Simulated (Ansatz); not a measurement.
```yaml
atoms:
  - { symbol: Si, position_ang: [-0.7397, 0.2527, -0.7618] }
  - { symbol: F, position_ang: [1.3106, -1.1863, 2.3412] }
  - { symbol: F, position_ang: [-0.4961, -0.2165, -2.2369] }
  - { symbol: F, position_ang: [-1.7707, -0.6919, -0.0693] }
  - { symbol: F, position_ang: [-1.3091, 1.7115, -0.8177] }
  - { symbol: H, position_ang: [0.9982, -0.7502, 1.5800] }
  - { symbol: O, position_ang: [0.6204, 0.1824, 0.1132] }
  - { symbol: H, position_ang: [1.3863, 0.6981, -0.1487] }
```

The product side of a reaction path; geometry: PBE0-D4/def2-TZVP.

These are results of RKS PBE0-D4/def2-TZVPP (Ansatz 0.2.0), not measurements.

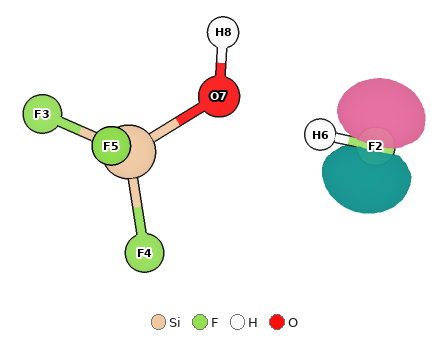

F3HOSi···HF. The HOMO−1 at ±0.3 Å⁻³ᐟ² (teal and pink are the two phases), seen at a tilt.

### What is the character of this orbital?

Its weight (Hirshfeld) is mainly on F2 (about 95 %); largely a lone pair of F2. Its energy is −10.95 eV.
